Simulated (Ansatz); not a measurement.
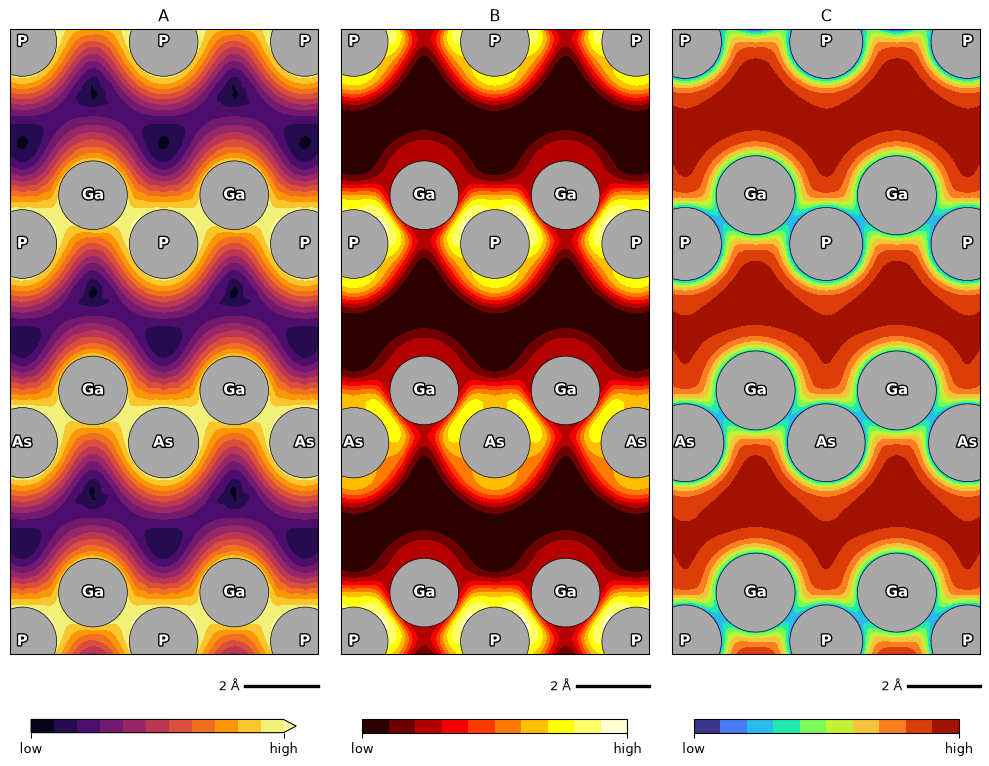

Ga₃AsP₂: 3 fields on the (100) plane of the conventional cell, with unlabelled colour scales. Grey discs cover the atomic cores.

Space group I-4m2; started from the ordered alloy on zincblende lattice prototype, which need not be the ambient phase.

All numbers below come from DFT, r2SCAN, plane waves, PAW in Ansatz.

### The panels show electron localisation function, electrostatic potential energy of an electron and valence pseudo-density in some order. Assign them.

Panel A: valence pseudo-density. Panel B: electron localisation function. Panel C: electrostatic potential energy of an electron (low next to the atoms, rising into the space between them). From the grid: Ga–P (2.37 Å): ρ is about 0.55 e/Å³ halfway; the ELF peaks at about 0.90 in the valence shell of P, 0.9 Å from its nucleus, and is about 0.80 at the midpoint. Ga–As (2.43 Å): ρ at the midpoint is about 0.52 e/Å³; the ELF peaks at about 0.80 between the atoms: localised, covalent bonding.
